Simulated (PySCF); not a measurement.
# Run report: C2H8F2SSi2, NMR shielding calculation

System: C2H8F2SSi2.
Method: GIAO PBE0/pcSseg-1 NMR shielding, non-relativistic, gas phase (PySCF 2.14.0).

The geometry comes from this level: GFN2-xTB. It belongs to a series of runs on one base structure; here: terminal F group replaced by H. Figures and captions count atoms from 1; the log counts them from 0 in places.

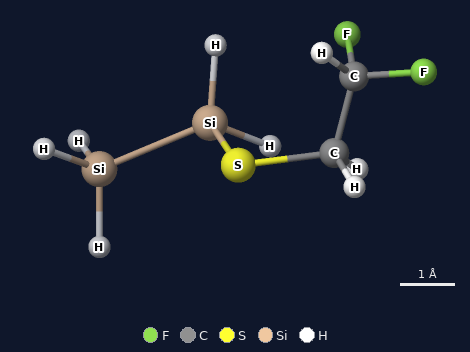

*The structure as given in the input (ball-and-stick view, seen at a tilt).*

## Input
```
{"job": {"kind": "nmr", "xc": "PBE0", "basis": "pcSseg-1"}, "charge": 0, "multiplicity": 1}
F     -2.102737    -1.240548     0.782500
C     -2.507642     0.046552     0.651701
F     -3.830764    -0.011215     0.357656
C     -1.751198     0.751045    -0.456186
S     -0.095600     1.258962     0.085989
Si     1.020150    -0.606163    -0.026377
Si     3.258508    -0.039460    -0.106084
H     -2.397920     0.538950     1.629176
H     -2.286195     1.662883    -0.719318
H     -1.675236     0.102332    -1.328549
H      0.455971    -1.232041    -1.224854
H      0.573374    -1.401168     1.115610
H      3.698721     0.704552     1.074106
H      3.603630     0.754145    -1.286602
H      4.032525    -1.280837    -0.167819
```

The first line tells a small driver script what to run in PySCF; the rest is the geometry in Å.

Machine: 1 CPU thread, shared host.

Command:
```bash
OMP_NUM_THREADS=1 python <driver script> task.json out
```

## Log
```
coarse grid: 14176 points
cycle   1  E = -1257.0364754790  dE =  5.364e-01  |g| = 6.646e-01  |ddm| = 3.392e+00
cycle   2  E = -1256.9748854540  dE =  6.159e-02  |g| = 9.429e-01  |ddm| = 9.675e-01
cycle   3  E = -1257.1127683113  dE = -1.379e-01  |g| = 5.322e-02  |ddm| = 5.452e-01
cycle   4  E = -1257.1131691002  dE = -4.008e-04  |g| = 2.933e-02  |ddm| = 7.891e-02
cycle   5  E = -1257.1133807204  dE = -2.116e-04  |g| = 5.336e-03  |ddm| = 3.686e-02
cycle   6  E = -1257.1133880179  dE = -7.297e-06  |g| = 1.546e-03  |ddm| = 7.988e-03
final grid: 124200 points
cycle   7  E = -1257.1677748404  dE = -3.188e-05  |g| = 8.880e-03  |ddm| = 2.644e-02
cycle   8  E = -1257.1677598071  dE =  1.503e-05  |g| = 1.228e-02  |ddm| = 1.760e-02
cycle   9  E = -1257.1677920082  dE = -3.220e-05  |g| = 8.140e-04  |ddm| = 1.023e-02
cycle  10  E = -1257.1677921226  dE = -1.144e-07  |g| = 2.343e-04  |ddm| = 1.011e-03
cycle  11  E = -1257.1677921334  dE = -1.086e-08  |g| = 5.638e-05  |ddm| = 3.227e-04
cycle  12  E = -1257.1677921343  dE = -9.009e-10  |g| = 1.303e-05  |ddm| = 9.634e-05
```

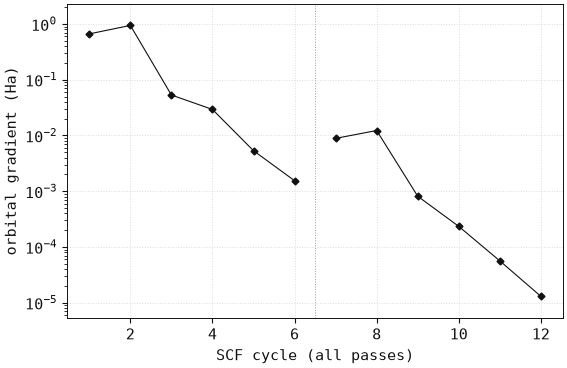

*Convergence of the self-consistent field: orbital gradient against the SCF cycle. The dotted line marks the change from a coarse to the final integration grid.*

The first 6 cycles use a coarse grid, the final grid takes over at cycle 7, and the field converges after 12 cycles in all.

```
converged SCF energy = -1257.1677921343

GIAO shielding tensors (ppm)
atom      isotropic    diamagn.    paramagn.     s11        s22        s33       span
  0 F      306.083     476.217    -170.134    218.297    331.590    368.361    150.064
  1 C       60.837     241.151    -180.315     45.630     62.755     74.124     28.494
  2 F      288.289     467.078    -178.789    187.991    325.185    351.692    163.701
  3 C      144.911     253.247    -108.336    130.306    144.406    160.020     29.714
  4 S      700.012    1059.944    -359.933    576.914    604.053    919.068    342.154
  5 Si     389.579     880.972    -491.392    350.385    367.572    450.781    100.395
  6 Si     466.463     879.661    -413.198    450.098    472.648    476.642     26.543
  7 H       25.623      28.289      -2.666     22.522     25.728     28.620      6.098
  8 H       28.711      29.991      -1.280     22.229     27.950     35.955     13.727
  9 H       28.971      31.561      -2.590     24.449     28.414     34.050      9.601
 10 H       27.108      30.721      -3.612     23.563     26.144     31.617      8.054
 11 H       26.670      30.267      -3.596     21.748     26.701     31.562      9.814
 12 H       28.182      28.715      -0.534     24.556     26.329     33.660      9.104
 13 H       28.153      28.673      -0.520     24.564     26.250     33.645      9.081
 14 H       28.211      28.191       0.021     24.680     25.692     34.262      9.582
```

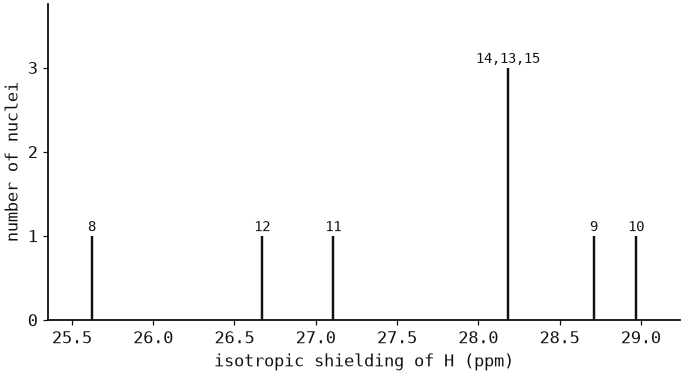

*Isotropic shieldings of the hydrogen nuclei in this fixed geometry, labelled by atom number; shielding grows to the right, so chemical shift grows to the left.*

The least shielded is H8 (25.6 ppm), the most shielded H10 (29.0 ppm).

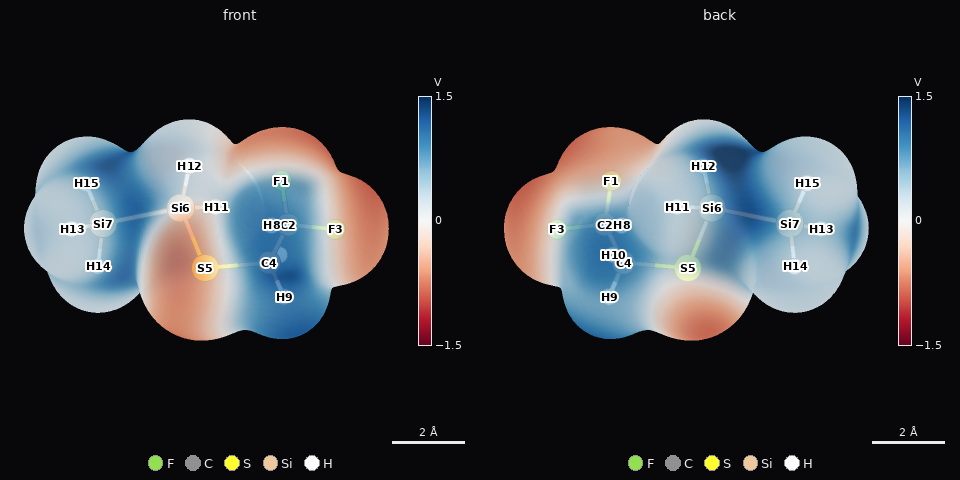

*The molecular electrostatic potential painted on the density surface at 0.002 e/bohr³, seen at a tilt and from behind; red is negative and blue positive.*

Its dipole moment is 1.27 D.

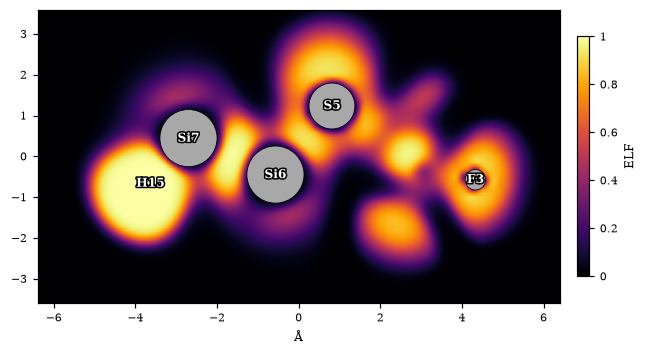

*ELF on the plane of atoms S5, Si6 and Si7. Grey discs, where drawn, cover atomic cores.*

Si–Si (2.31 Å): the ELF peaks at about 1 between the atoms (a shared electron pair). Si–H (1.46 Å): the ELF climbs to about 1 towards the hydrogen, as it does in any bond to H.

## Key numbers

| quantity | value |
| --- | --- |
| outcome | converged |
| total energy | −1257.167792 hartree |
| HOMO | −7.20 eV |
| LUMO | −0.60 eV |
| dipole moment | 1.27 D |
| isotropic shielding, F | 288.3 to 306.1 ppm |
| isotropic shielding, C | 60.8 to 144.9 ppm |
| isotropic shielding, S | 700.0 ppm |
| isotropic shielding, Si | 389.6 to 466.5 ppm |
| isotropic shielding, H | 25.6 to 29.0 ppm |
| wall time | 85 s |
| peak memory | 0.81 GiB |
